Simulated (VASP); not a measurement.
## Geometry relaxation of Li16B (part 4 of 7)

Continued. System: Li16B (defect cell, 17 atoms in the cell). Method: Kohn-Sham DFT of a periodic cell, PBE, VASP PAW PBE potentials, recommended, no spin polarisation (VASP 6.6.1); cutoff 520 eV, 2×2×2 k-mesh, fermi-dirac of 0.15 eV. It belongs to a series of runs on one base structure; here: start relaxed.

Geometry of the input (Å; fractional positions):
```
6.9800  0.0000  0.0000
0.0000  6.9800  0.0000
0.0000  0.0000  6.9800
Li 0.0000  0.0000  0.0000
Li 0.5000  0.0000  0.0000
Li 0.0000  0.5000  0.0000
Li 0.0000  0.0000  0.5000
Li 0.2500  0.2500  0.2500
Li 0.5000  0.5000  0.0000
Li 0.5000  0.0000  0.5000
Li 0.7500  0.2500  0.2500
Li 0.0000  0.5000  0.5000
Li 0.2500  0.7500  0.2500
Li 0.2500  0.2500  0.7500
Li 0.5000  0.5000  0.5000
Li 0.7500  0.7500  0.2500
Li 0.7500  0.2500  0.7500
Li 0.2500  0.7500  0.7500
Li 0.7500  0.7500  0.7500
B  0.1233  0.2478  -0.0063
```

OSZICAR, continued
```
RMM:  15    -0.356612537318E+02   -0.24687E-04   -0.25671E-04   554   0.328E-02    0.104E-03
RMM:  16    -0.356612671115E+02   -0.13380E-04   -0.14181E-04   563   0.285E-02    0.146E-03
RMM:  17    -0.356612820332E+02   -0.14922E-04   -0.15623E-04   535   0.251E-02    0.209E-03
RMM:  18    -0.356612899209E+02   -0.78877E-05   -0.84748E-05   510   0.222E-02    0.208E-03
RMM:  19    -0.356612990343E+02   -0.91133E-05   -0.96379E-05   477   0.200E-02    0.236E-03
RMM:  20    -0.356613038479E+02   -0.48136E-05   -0.52515E-05   446   0.181E-02    0.279E-03
RMM:  21    -0.356613095131E+02   -0.56652E-05   -0.60554E-05   414   0.166E-02    0.316E-03
RMM:  22    -0.356613123903E+02   -0.28773E-05   -0.32050E-05   374   0.153E-02    0.342E-03
RMM:  23    -0.356613158114E+02   -0.34211E-05   -0.37368E-05   367   0.143E-02    0.330E-03
RMM:  24    -0.356613174758E+02   -0.16644E-05   -0.19019E-05   353   0.135E-02    0.364E-03
RMM:  25    -0.356613195226E+02   -0.20468E-05   -0.22814E-05   367   0.128E-02    0.363E-03
RMM:  26    -0.356613204202E+02   -0.89757E-06   -0.11187E-05   381   0.121E-02    0.342E-03
RMM:  27    -0.356613214571E+02   -0.10369E-05   -0.12222E-05   341   0.114E-02    0.346E-03
RMM:  28    -0.356613217289E+02   -0.27182E-06   -0.44605E-06   320   0.110E-02
  17 F= -.35661322E+02 E0= -.35365977E+02  d E =-.135630E-01
```

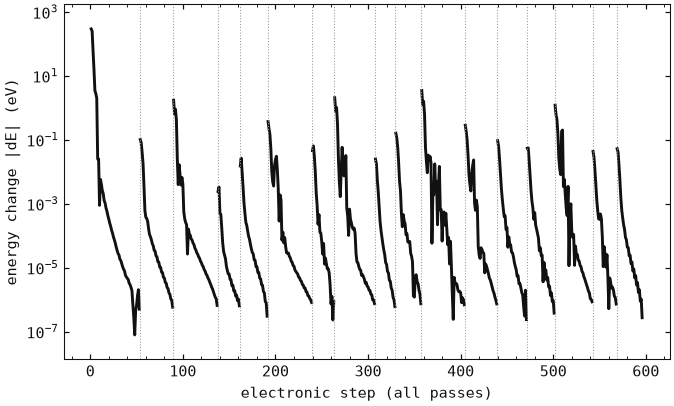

Convergence of the self-consistent field: energy change |dE| against the electronic step. Each stretch between dotted lines is the SCF of one geometry step of a relaxation. The 17 ionic steps take 22 to 53 electronic steps each.

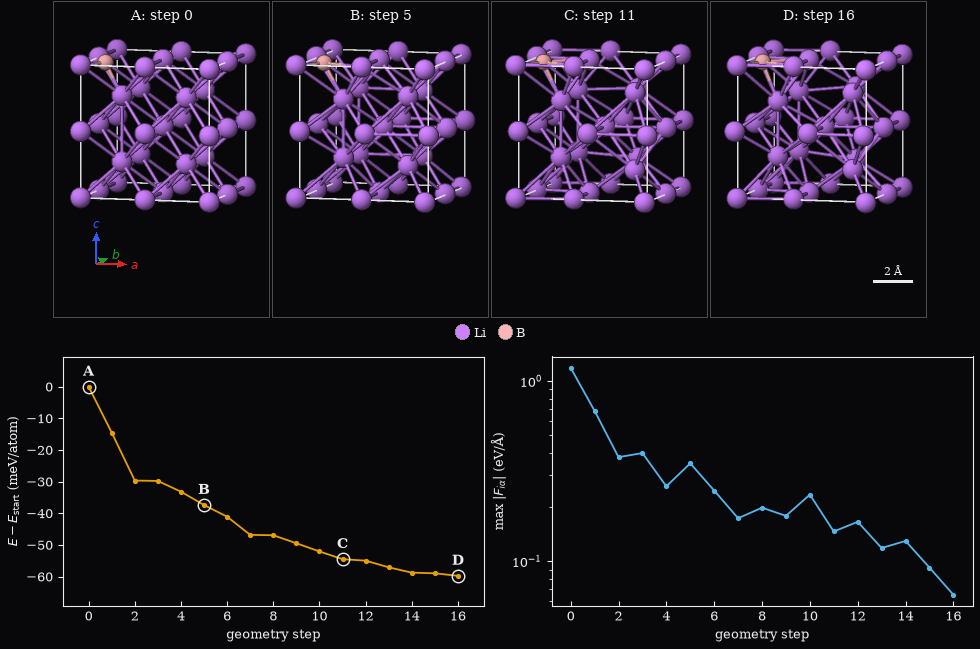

Frames of the relaxation (ball-and-stick view of the cell of the calculation, seen slightly off an axis) above the curves, on which the letters mark them (steps are counted from 0).

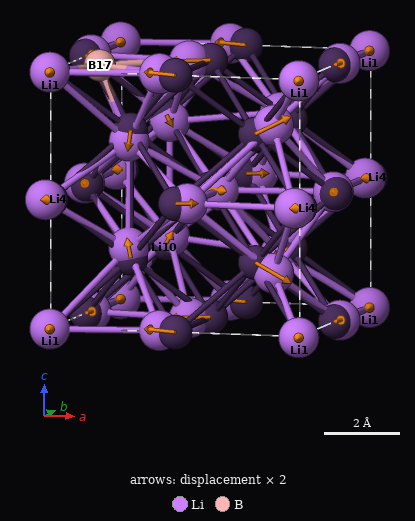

Start (faint) and end (solid) with the displacements as orange arrows, magnified 2 times (ball-and-stick view of the cell of the calculation, seen slightly off an axis). The largest moves, 0.59 Å, are those of Li2, Li6 and Li8. By element the largest moves are Li 0.59 Å, B 0.03 Å. The cell stays as it was. Distances before and after: Li6–B17 3.164 → 2.562 Å, Li5–Li11 3.490 → 2.893 Å, Li2–B17 3.147 → 2.551 Å, Li8–B17 3.161 → 2.579 Å. Among the angles that change: Li5–B17–Li11 126.2° → 136.4°, Li1–B17–Li3 127.4° → 135.9°, Li1–B17–Li11 103.4° → 99.0°. After 16 geometry steps the energy has fallen by 59.7 meV per atom. The largest force component goes from 1.2 to 0.065 eV/Å. (Atoms are counted from 1 in the order of the input.)

Parts of OUTCAR
```
PREC = Accurate
   ENCUT = 520
   EDIFF = 1E-6
   ISMEAR = -1
   LREAL = Auto
   LASPH = T
   NELM = 100
   ISIF = 2
   GGA = PE
   IBRION = 2
   NSW = 45
   EDIFFG = -0.08

 ion  position               nearest neighbor table
   1  0.000  0.000  0.000-  17 1.93
   2  0.500  0.000  0.000-
   3  0.000  0.500  0.000-  17 1.96
   4  0.000  0.000  0.500-
   5  0.250  0.250  0.250-  17 2.00
   6  0.500  0.500  0.000-
   7  0.500  0.000  0.500-
   8  0.750  0.250  0.250-
   9  0.000  0.500  0.500-
  10  0.250  0.750  0.250-
  11  0.250  0.250  0.750-  17 1.92
  12  0.500  0.500  0.500-
  13  0.750  0.750  0.250-
  14  0.750  0.250  0.750-
  15  0.250  0.750  0.750-
  16  0.750  0.750  0.750-
  17  0.123  0.248  0.994-  11 1.92   1 1.93   3 1.96   5 2.00

  LATTYP: Found a simple cubic cell.
 ALAT       =     6.9800000000

  Lattice vectors:

 A1 = (   6.9800000000,   0.0000000000,   0.0000000000)
 A2 = (   0.0000000000,   6.9800000000,   0.0000000000)
 A3 = (   0.0000000000,   0.0000000000,   6.9800000000)

Analysis of symmetry for initial positions (statically):
=====================================================================
 Subroutine PRICEL returns:
 Original cell was already a primitive cell.

 Routine SETGRP: Setting up the symmetry group for a
 simple cubic supercell.

 Subroutine GETGRP returns: Found  1 space group operations
 (whereof  1 operations were pure point group operations)
 out of a pool of 48 trial point group operations.

The static configuration has the point symmetry C_1 .

Analysis of symmetry for dynamics (positions and initial velocities):
=====================================================================
 Subroutine PRICEL returns:
 Original cell was already a primitive cell.

 Routine SETGRP: Setting up the symmetry group for a
 simple cubic supercell.

 Subroutine GETGRP returns: Found  1 space group operations
 (whereof  1 operations were pure point group operations)
 out of a pool of 48 trial point group operations.

The dynamic configuration has the point symmetry C_1 .

 Subroutine INISYM returns: Found  1 space group operations
 (whereof  1 operations are pure point group operations),
 and found     1 'primitive' translations

----------------------------------------------------------------------------------------

                                     Primitive cell

  volume of cell :     340.0684

  direct lattice vectors                    reciprocal lattice vectors
     6.980000000  0.000000000  0.000000000     0.143266476  0.000000000  0.000000000
     0.000000000  6.980000000  0.000000000     0.000000000  0.143266476  0.000000000
     0.000000000  0.000000000  6.980000000     0.000000000  0.000000000  0.143266476

  length of vectors
     6.980000000  6.980000000  6.980000000     0.143266476  0.143266476  0.143266476

  position of ions in fractional coordinates (direct lattice)
     0.000000000  0.000000000  0.000000000
     0.500000000  0.000000000  0.000000000
     0.000000000  0.500000000  0.000000000
     0.000000000  0.000000000  0.500000000
     0.250000000  0.250000000  0.250000000
     0.500000000  0.500000000  0.000000000
     0.500000000  0.000000000  0.500000000
     0.750000000  0.250000000  0.250000000
     0.000000000  0.500000000  0.500000000
     0.250000000  0.750000000  0.250000000
     0.250000000  0.250000000  0.750000000
     0.500000000  0.500000000  0.500000000
     0.750000000  0.750000000  0.250000000
     0.750000000  0.250000000  0.750000000
     0.250000000  0.750000000  0.750000000
     0.750000000  0.750000000  0.750000000
     0.123343000  0.247831800  0.993740400

  ion indices of the primitive-cell ions
   primitive index   ion index
                 1           1
                 2           2
                 3           3
                 4           4
                 5           5
                 6           6
                 7           7
                 8           8
                 9           9
                10          10
                11          11
                12          12
                13          13
                14          14
                15          15
                16          16
                17          17

----------------------------------------------------------------------------------------

 KPOINTS: regular mesh

Automatic generation of k-mesh.
 Grid dimensions read from file:
 generate k-points for:    2    2    2

 Generating k-lattice:

  Cartesian coordinates                     Fractional coordinates (reciprocal lattice)
     0.071633238  0.000000000  0.000000000     0.500000000  0.000000000  0.000000000
     0.000000000  0.071633238  0.000000000     0.000000000  0.500000000  0.000000000
     0.000000000  0.000000000  0.071633238     0.000000000  0.000000000  0.500000000

  Length of vectors
     0.071633238  0.071633238  0.071633238

  Shift w.r.t. Gamma in fractional coordinates (k-lattice)
     0.000000000  0.000000000  0.000000000

 Subroutine IBZKPT returns following result:
 ===========================================

 Found      8 irreducible k-points:

 Following reciprocal coordinates:
            Coordinates               Weight
  0.000000  0.000000  0.000000      1.000000
  0.500000  0.000000  0.000000      1.000000
  0.000000  0.500000  0.000000      1.000000
  0.000000  0.000000  0.500000      1.000000
  0.500000  0.500000  0.000000      1.000000
  0.000000  0.500000  0.500000      1.000000
  0.500000  0.000000  0.500000      1.000000
  0.500000  0.500000  0.500000      1.000000
   k-points           NKPTS =      8   k-points in BZ     NKDIM =      8   number of bands    NBANDS=     34
   number of dos      NEDOS =    301   number of ions     NIONS =     17
   total plane-waves  NPLWV = 157464
   dimension x,y,z NGX =    54 NGY =   54 NGZ =   54
   dimension x,y,z NGXF=   108 NGYF=  108 NGZF=  108
   ions per type =              16   1
   NGX,Y,Z   is equivalent  to a cutoff of  12.86, 12.86, 12.86 a.u.
   NGXF,Y,Z  is equivalent  to a cutoff of  25.72, 25.72, 25.72 a.u.
 SYSTEM =  unknown system
   PREC   = accura    normal or accurate (medium, high low for compatibility)
   ISTART =      0    job   : 0-new  1-cont  2-samecut
   ICHARG =      2    charge: 1-file 2-atom 10-const
   ISPIN  =      1    spin polarized calculation?
   LNONCOLLINEAR =      F non collinear calculations
   LSORBIT =      F    spin-orbit coupling
   LASPH  =      T    aspherical Exc in radial PAW
   ENCUT  =  520.0 eV  38.22 Ry    6.18 a.u.  12.98 12.98 12.98*2*pi/ulx,y,z
   NELM   =    100;   NELMIN=  2; NELMDL= -5     # of ELM steps
   EDIFF  = 0.1E-05   stopping-criterion for ELM
   LREAL  =      T    real-space projection
   EDIFFG = -.8E-01   stopping-criterion for IOM
   NSW    =     45    number of steps for IOM
   IBRION =      2    ionic relax: 0-MD 1-quasi-New 2-CG
   NFREE  =      1    steps in history (QN), initial steepest desc. (CG)
   ISIF   =      2    stress and relaxation
   ISYM   =      2    0-nonsym 1-usesym 2-fastsym
   POTIM  = 0.5000    time-step for ionic-motion
   TEBEG  =    0.0;   TEEND  =   0.0 temperature during run
   PSTRESS=    0.0 pullay stress
   NELECT =      51.0000    total number of electrons
   NUPDOWN=      -1.0000    fix difference up-down
   EMIN   =  10.00;   EMAX   =-10.00  energy-range for DOS
   EFERMI =   0.00;   METHOD = LEGACY
   ISMEAR =    -1;   SIGMA  =   0.15  broadening in eV -4-tet -1-fermi 0-gaus
   EFERMI_NEDOS =   21; number of points for ismear=-14 and -15
   IALGO  =     68    algorithm
   IMIX   =      4    mixing-type and parameters
     AMIX     =   0.40;   BMIX     =  1.00
     AMIX_MAG =   1.60;   BMIX_MAG =  1.00
  volume/ion in A,a.u.               =      20.00       134.99
  Fermi-wavevector in a.u.,A,eV,Ry     =   0.869780  1.643646 10.293044  0.756517
  Thomas-Fermi vector in A             =   1.988651
   LORBIT       =      0    0 simple, 1 ext, 2 COOP (PROOUT), +10 PAW based schemes
   GGA     = PE    functional components
   LHFCALC =     F    Hartree Fock is set to
   AEXX    =    0.0000 exact exchange contribution
   IVDW    =     0    specifies the selected vdW correction
   LEPSILON=     F    determine dielectric tensor
   LRPA    =     F    only Hartree local field effects (RPA)
 conjugate gradient relaxation of ions
 non-spin polarized calculation
 RMM-DIIS sequential band-by-band and
  energy-cutoff  :      520.00
  volume of cell :      340.07
 maximum number of plane-waves:      9124
 NGX is ok and might be reduce to    54
   NGX = 25   NGY = 25   NGZ = 25

--------------------------------------- Ionic step        1  -------------------------------------------

 number of electron      50.9999920 magnetization

 Free energy of the ion-electron system (eV)
  ---------------------------------------------------
  ext. energy  EPLUGINS =         0.00000000
  ---------------------------------------------------
  free energy    TOTEN  =       -34.64576458 eV

  energy without entropy =      -34.05112872  energy(sigma->0) =      -34.34844665

------------------------ aborting loop because EDIFF is reached ----------------------------------------

  FORCE on cell =-STRESS in cart. coord.  units (eV):
  Direction    XX          YY          ZZ          XY          YZ          ZX
  --------------------------------------------------------------------------------------
  -------------------------------------------------------------------------------------
  Total       -1.8157002      1.0716580      0.8381058      0.1733379     -0.0135578     -0.4949896
  in kB       -8.5543782      5.0489437      3.9486001      0.8166536     -0.0638756     -2.3320636
  external PRESSURE =       0.1477219 kB  Pullay stress =       0.0000000 kB

 VOLUME and BASIS-vectors are now :
 -----------------------------------------------------------------------------
  energy-cutoff  :      520.00
  volume of cell :      340.07
      direct lattice vectors                 reciprocal lattice vectors
     6.980000000  0.000000000  0.000000000     0.143266476  0.000000000  0.000000000
     0.000000000  6.980000000  0.000000000     0.000000000  0.143266476  0.000000000
     0.000000000  0.000000000  6.980000000     0.000000000  0.000000000  0.143266476

 POSITION                                       TOTAL-FORCE (eV/Angst)
 -----------------------------------------------------------------------------------
      0.00000      0.00000      0.00000        -0.652085     -1.099060      0.029255
      3.49000      0.00000      0.00000        -0.310184      0.147692     -0.005539
      0.00000      3.49000      0.00000        -0.563021      0.935278      0.025147
      0.00000      0.00000      3.49000         0.021730      0.007111      0.012388
      1.74500      1.74500      1.74500         0.466534      0.006966      0.733175
      3.49000      3.49000      0.00000        -0.302564     -0.146858     -0.005561
      3.49000      0.00000      3.49000         0.044539     -0.037419     -0.001215
      5.23500      1.74500      1.74500         0.301217     -0.001898     -0.152035
      0.00000      3.49000      3.49000         0.020627     -0.004446      0.012088
      1.74500      5.23500      1.74500        -0.018703      0.004013     -0.000974
      1.74500      1.74500      5.23500         0.718588      0.010868     -1.185803
      3.49000      3.49000      3.49000         0.044477      0.038560     -0.001278
      5.23500      5.23500      1.74500        -0.045125     -0.000393      0.039200
      5.23500      1.74500      5.23500         0.323646     -0.001885      0.153889
      1.74500      5.23500      5.23500        -0.022159      0.004299      0.008499
      5.23500      5.23500      5.23500        -0.045444     -0.000348     -0.036297
      0.86093      1.72987      6.93631         0.017927      0.137521      0.375061
 -----------------------------------------------------------------------------------
    total drift:                               -0.001180     -0.000887      0.000056

  FREE ENERGIE OF THE ION-ELECTRON SYSTEM (eV)
  ---------------------------------------------------
  free  energy   TOTEN  =       -34.6457645784 eV

  energy  without entropy=      -34.0511287227  energy(sigma->0) =      -34.34844665

--------------------------------------- Ionic step        2  -------------------------------------------

 number of electron      50.9999950 magnetization

------------------------ aborting loop because EDIFF is reached ----------------------------------------

  FORCE on cell =-STRESS in cart. coord.  units (eV):
  Direction    XX          YY          ZZ          XY          YZ          ZX
  --------------------------------------------------------------------------------------
  -------------------------------------------------------------------------------------
  Total       -2.2474849      0.1997342      0.0350916      0.0499575     -0.0039045     -0.1524150
  in kB      -10.5886624      0.9410153      0.1653284      0.2353667     -0.0183954     -0.7180785
  external PRESSURE =      -3.1607729 kB  Pullay stress =       0.0000000 kB

 VOLUME and BASIS-vectors are now :
```
